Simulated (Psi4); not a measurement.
# Two attempts at CH3BF3Ge+ (SMILES [CH3][Ge+]([F])[B](F)F)

Aim: the energy of CH3BF3Ge+ at N12-SX/pcSseg-1 (density fitting with def2-universal-jkfit).

Program for the calculation: Psi4 1.11.

1 further run of the same task is left out (set aside as unsound or not needed).

### Step 1. The molecule

CH3BF3Ge+: 9 atoms, total charge +1, spin state singlet. As SMILES, `[CH3][Ge+]([F])[B](F)F`. Geometry: a GFN2-xTB relaxation, a rough one for these elements and not checked as a minimum.

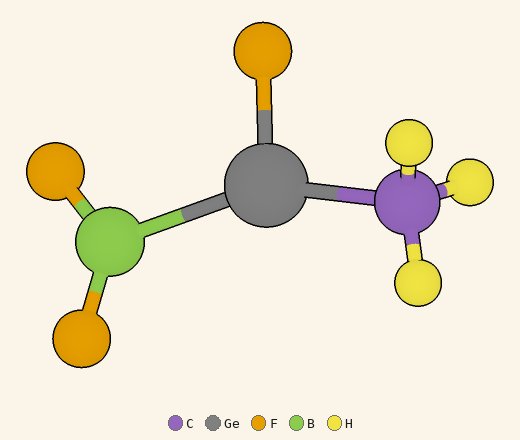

The structure, seen from a chosen angle (carbon purple, germanium grey, fluorine amber, boron green, hydrogen yellow).

### Step 2. The input as first written

File ch3bf3ge_ase.py:

```python
import numpy as np
from ase.calculators.psi4 import Psi4
from ase import Atoms

a = Atoms(['C', 'Ge', 'F', 'B', 'F', 'F', 'H', 'H', 'H'], positions=[
    [-1.827570, -0.232630, -0.019740],
    [0.127990, 0.202360, -0.000590],
    [0.165210, 1.931220, -0.020140],
    [2.303130, -0.280720, 0.029180],
    [3.084040, 0.724700, 0.087070],
    [2.676590, -1.500590, -0.012720],
    [-2.003290, -1.308940, -0.075000],
    [-2.263930, 0.280640, -0.885140],
    [-2.262170, 0.183950, 0.897070],
])
calc = Psi4(atoms=a, method='n12-sx', basis='pcSseg-1', memory='1600MB', num_threads=1, charge=1, multiplicity=1, label='psi4-calc')
calc.psi4.set_options({'scf_type': 'df', 'maxiter': 3, 'df_basis_scf': 'def2-universal-jkfit'})
a.calc = calc

print(f'energy: {a.get_potential_energy():.6f} eV')
```

The run is started by

```bash
$ python ch3bf3ge_ase.py
```

psi4-calc.dat:

```text
=> Loading Basis Set <=

    Name: PCSSEG-1
    Role: ORBITAL
    Keyword: BASIS

         ---------------------------------------------------------
                                   SCF
                              RKS Reference
                        1 Threads,   1525 MiB Core
         ---------------------------------------------------------

  ==> Geometry <==

    Molecular point group: c1
    Full point group: C1

    Geometry (in Angstrom), charge = 1, multiplicity = 1:

[... 91 lines left out ...]
    Weights Tolerance      =       1.00E-15
[... 35 lines left out ...]
  Cached 100.0% of DFT collocation blocks in 0.433 [GiB].

  Minimum eigenvalue in the overlap matrix is 7.3005891405E-03.
  Reciprocal condition number of the overlap matrix is 1.4382321533E-03.
    Using symmetric orthogonalization.

  ==> Pre-Iterations <==

  SCF Guess: Superposition of Atomic Densities via on-the-fly atomic UHF (no occupation information).

   -------------------------
    Irrep   Nso     Nmo
   -------------------------
     A        141     141
   -------------------------
    Total     141     141
   -------------------------

  ==> Iterations <==

                           Total Energy        Delta E     RMS |[F,P]|

   @DF-RKS iter SAD: -2435.88591199055327   -2.43589e+03   0.00000e+00
   @DF-RKS iter   1: -2438.19275956820502   -2.30685e+00   1.95716e-02 DIIS/ADIIS
   @DF-RKS iter   2: -2436.26402729703523    1.92873e+00   3.42873e-02 DIIS/ADIIS
   @DF-RKS iter   3: -2439.43156325910331   -3.16754e+00   2.03372e-03 DIIS/ADIIS

PsiException: Could not converge SCF iterations in 3 iterations.

  Failed to converge.
```

The script printed:

```text
Traceback (most recent call last):
  File "ch3bf3ge_ase.py", line 20, in <module>
    print(f'energy: {a.get_potential_energy():.6f} eV')
psi4.driver.p4util.exceptions.SCFConvergenceError: Could not converge SCF iterations in 3 iterations.
```

Wall time 6.6 s (1 thread of Intel Xeon Platinum 8375C at 2.90GHz (Ice Lake), shared host); peak memory 1 GiB.

### Step 3. What went wrong

The iterations ended before the threshold was met.

The telling line is `psi4.driver.p4util.exceptions.SCFConvergenceError: Could not converge SCF iterations in 3 iterations.`. The cause is that the iteration cap is too low for convergence. To mend it: iteration cap at its default in place of 3.

### Step 4. The mended input

File ch3bf3ge_ase.py:

```python
import numpy as np
from ase.calculators.psi4 import Psi4
from ase import Atoms

mol = Atoms(['C', 'Ge', 'F', 'B', 'F', 'F', 'H', 'H', 'H'], positions=[
    [-1.827570, -0.232630, -0.019740],
    [0.127990, 0.202360, -0.000590],
    [0.165210, 1.931220, -0.020140],
    [2.303130, -0.280720, 0.029180],
    [3.084040, 0.724700, 0.087070],
    [2.676590, -1.500590, -0.012720],
    [-2.003290, -1.308940, -0.075000],
    [-2.263930, 0.280640, -0.885140],
    [-2.262170, 0.183950, 0.897070],
])
calc = Psi4(atoms=mol, method='n12-sx', basis='pcSseg-1', memory='1600MB', num_threads=1, charge=1, multiplicity=1, label='calc')
calc.psi4.set_options({'scf_type': 'df', 'df_basis_scf': 'def2-universal-jkfit'})
mol.calc = calc

print(f'energy: {mol.get_potential_energy():.6f} eV')
```

The run is started by

```bash
$ python ch3bf3ge_ase.py
```

calc.dat:

```text
[...]
  Running in c1 symmetry.
[...]
  Nuclear repulsion =  431.116058451647575
[...]
  Multiplicity = 1
[...]
  Nalpha       = 36
  Nbeta        = 36
[...]
    Number of basis functions: 141
[...]
   @DF-RKS iter   1: -2438.19275956820502   -2.30685e+00   1.95716e-02 DIIS/ADIIS
[...]
   @DF-RKS iter  10: -2439.45153787046911   -4.32210e-08   3.64502e-07 DIIS
[...]
    Orbital Energies [Eh]
    ---------------------
    Doubly Occupied:
       1A   -399.841387     2A    -49.779948     3A    -44.449013
       4A    -44.445625     5A    -44.444029     6A    -24.967422
       7A    -24.967389     8A    -24.915364     9A    -10.454527
      10A     -7.155200    11A     -6.420383    12A     -4.659538
      13A     -4.650565    14A     -4.643970    15A     -1.489790
      16A     -1.478204    17A     -1.472697    18A     -1.471537
      19A     -1.466073    20A     -1.458326    21A     -1.433391
      22A     -1.340529    23A     -0.924309    24A     -0.803733
      25A     -0.770402    26A     -0.763554    27A     -0.720289
      28A     -0.712129    29A     -0.661881    30A     -0.652555
      31A     -0.636538    32A     -0.633986    33A     -0.624401
      34A     -0.615076    35A     -0.606174    36A     -0.533999
[...]
  @DF-RKS Final Energy: -2439.45153787046911
   => Energetics <=
    Nuclear Repulsion Energy =            431.1160584516475751
    One-Electron Energy =               -4239.1321383670965588
    Two-Electron Energy =                1459.6848922954488899
    DFT Exchange-Correlation Energy =     -91.1203502504691727
    Empirical Dispersion Energy =           0.0000000000000000
    VV10 Nonlocal Energy =                  0.0000000000000000
    Total Energy =                      -2439.4515378704695650
[...]
 Multipole Moments:
 ------------------------------------------------------------------------------------
     Multipole            Electronic (a.u.)      Nuclear  (a.u.)        Total (a.u.)
 ------------------------------------------------------------------------------------
 L = 1.  Multiply by 2.5417464519 to convert [e a0] to [Debye]
 Dipole X            :          5.8316401           -7.2708893           -1.4392491
 Dipole Y            :          0.4129473           -1.5216615           -1.1087142
 Dipole Z            :          0.0667526           -0.0661785            0.0005741
 Magnitude           :                                                    1.8167789
[...]
```

The script printed:

```text
energy: -66380.857485 eV
```

Wall time 11 s (1 thread of Intel Xeon Platinum 8375C at 2.90GHz (Ice Lake), shared host); peak memory 1 GiB.

### Step 5. Summary of results

Level: N12-SX/pcSseg-1 (density fitting with def2-universal-jkfit).

| quantity | value |
| --- | --- |
| total energy | -2439.45154 Eh |
| HOMO energy | -14.53 eV |
| LUMO energy | -9.52 eV |
| HOMO–LUMO gap | 5.01 eV |
